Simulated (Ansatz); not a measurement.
**UCAM-B3LYP/cc-pVTZ run of AlNH3 (SMILES [NH2][AlH])**

Aim: the vertical ionisation energy of AlNH3 at UCAM-B3LYP/cc-pVTZ, from 2 runs. 

The calculation is run with Ansatz 0.2.0.

41 further runs of the same task are left out: 41 set aside as unsound or not needed.

## 1. The structure to begin with

AlNH3 has 5 atoms, charge 0, and is taken as a doublet. SMILES: `[NH2][AlH]`. The coordinates come from a PBE0-D4/def2-TZVP relaxation. This is one conformer, not always the lowest.

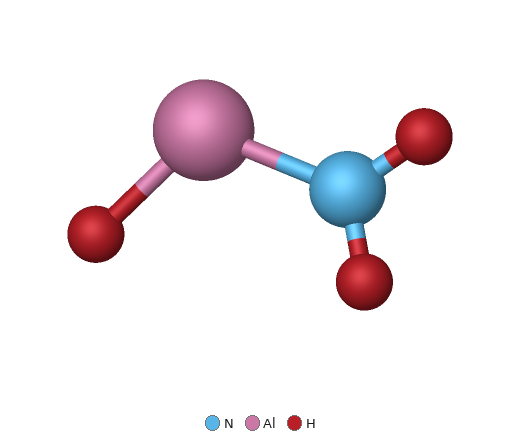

Viewed from a chosen angle; nitrogen blue, aluminium pink, hydrogen red.

## 2. The energy at UCAM-B3LYP/cc-pVTZ

Contents of in.yaml:

```yaml
crystal:
  periodic: [false, false, false]
  atoms:
    - symbol: "N"
      position_ang: [-0.116600, -0.660800, 0.175100]
    - symbol: Al
      position_ang: [0.836600, 0.833900, 0.120800]
    - symbol: H
      position_ang: [0.148500, -1.505300, 0.655500]
    - symbol: H
      position_ang: [-1.010300, -0.782800, -0.277400]
    - symbol: H
      position_ang: [0.191800, 2.041400, -0.715400]
basis:
  gaussian:
    orbitals: cc-pVTZ
magnetization:
  spin_polarized: true
  initial_magnetization: 1
hamiltonian:
  xc: {name: CAM-B3LYP}
accuracy: high
output: {orbitals: {seedname: orbitals}}
```

On the command line:

```console
$ ansatz run in.yaml --threads 1 --pin off --max-ram 3480MiB --events-out events.jsonl --progress --plain --runs-dir runs
```

Log:

```text
Warning: RAYON_NUM_THREADS=1 ignored (pool sized by the plan → 1); use --threads N
Functional definition: CAM-B3LYP
  name "CAM-B3LYP"
  parameter alpha = 0.19
  parameter beta = 0.46
  parameter omega = 0.33/bohr
  parameter ac = 0.81
  exchange = (1 - alpha - beta)*b88_x + beta*b88_x_sr(omega) + alpha*exact_x + beta*exact_x_lr(omega)
  correlation = (1 - ac)*vwn5_c + ac*lyp_c
1796 factors; integrals over basis functions are off by at most 2.9e-9 eV
352 factors; integrals over basis functions are off by at most 1.8e-9 eV
mean field evaluation 1: about -8128.6775 eV, gradient 4.2e1 eV
mean field evaluation 2: about -8119.5112 eV, gradient 5.9e1 eV
mean field evaluation 4: about -8135.5761 eV, gradient 6.5e-1 eV
mean field evaluation 8: about -8135.6071 eV, gradient 8.0e-2 eV
mean field evaluation 16: about -8135.6073 eV, gradient 1.8e-4 eV
mean field -8135.60730248 eV, -298.9780538536 hartree, gradient 6.5e-8 eV, S^2 0.752765; 0 other end points of the search recorded, 0 dependent functions left out
reference -8135.60731905 eV, -298.9780544622 hartree; 12, 11 occupied and 94, 95 virtual orbitals, 1796 factors
Total energy: -8135.60731905 eV, -298.9780544622 hartree
```

Run time: 6.6 s. Hardware: 1 thread of Intel Xeon 6975P-C (Granite Rapids), shared host; peak memory 0.39 GiB.

## 3. The singlet cation, same level

Contents of in.yaml:

```yaml
crystal:
  periodic: [false, false, false]
  atoms:
    - {symbol: "N", position_ang: [-0.116600, -0.660800, 0.175100]}
    - {symbol: Al, position_ang: [0.836600, 0.833900, 0.120800]}
    - {symbol: H, position_ang: [0.148500, -1.505300, 0.655500]}
    - {symbol: H, position_ang: [-1.010300, -0.782800, -0.277400]}
    - {symbol: H, position_ang: [0.191800, 2.041400, -0.715400]}
basis:
  gaussian: {orbitals: cc-pVTZ}
hamiltonian: {xc: {name: CAM-B3LYP}}
output: {orbitals: {seedname: orbitals}}
accuracy: high
total_charge: 1
```

On the command line:

```console
$ ansatz run in.yaml --threads 1 --pin off --max-ram 3480MiB --events-out events.jsonl --progress --plain --runs-dir runs
```

Log (excerpt; [...] marks lines left out):

```text
Warning: RAYON_NUM_THREADS=1 ignored (pool sized by the plan → 1); use --threads N
[... 8 set-up lines as earlier in the session ...]
1796 factors; integrals over basis functions are off by at most 2.9e-9 eV
352 factors; integrals over basis functions are off by at most 1.8e-9 eV
mean field evaluation 1: about -8110.3129 eV, gradient 9.8e1 eV
mean field evaluation 2: about -8067.0914 eV, gradient 1.3e2 eV
mean field evaluation 4: about -8127.6824 eV, gradient 4.0e0 eV
mean field evaluation 8: about -8127.7550 eV, gradient 8.7e-1 eV
mean field evaluation 16: about -8127.7567 eV, gradient 5.9e-5 eV
mean field -8127.75673685 eV, -298.6895508877 hartree, gradient 3.8e-8 eV, S^2 0.000000; 0 other end points of the search recorded, 0 dependent functions left out
reference -8127.75675329 eV, -298.6895514920 hartree; 11, 11 occupied and 95, 95 virtual orbitals, 1796 factors
Total energy: -8127.75675329 eV, -298.6895514920 hartree
```

It took 4.2 s on 1 thread of Intel Xeon 6975P-C (Granite Rapids), shared host; peak memory 0.3 GiB.

## 4. Results

At UCAM-B3LYP/cc-pVTZ:

```
                                          quantity          value
                       doublet AlNH3: total energy  -298.97805 Eh
 doublet AlNH3: HOMO energy (highest over α and β)       -6.65 eV
  doublet AlNH3: LUMO energy (lowest over α and β)       -1.23 eV
                               doublet AlNH3: ⟨S²⟩          0.753
                      singlet cation: total energy  -298.68955 Eh
                       singlet cation: HOMO energy      -14.84 eV
                       singlet cation: LUMO energy       -8.95 eV
                     singlet cation: HOMO–LUMO gap        5.89 eV
vertical ionisation energy (to the singlet cation)       7.851 eV
```

In words: Removing an electron at fixed nuclei costs 7.85 eV (181 kcal/mol). Only the singlet of the ionised species was computed; a triplet could lie lower.
